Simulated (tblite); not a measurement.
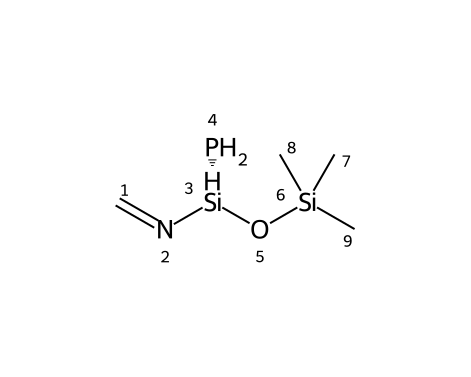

A structural formula, with wedges where it has stereocentres; small numbers name the atoms. The configuration is that of a computed structure (GFN2-xTB).

### What are the Cahn–Ingold–Prelog descriptors?

Si3: S.

### Give a SMILES with the stereochemistry.

C=N[Si@H](P)O[Si](C)(C)C
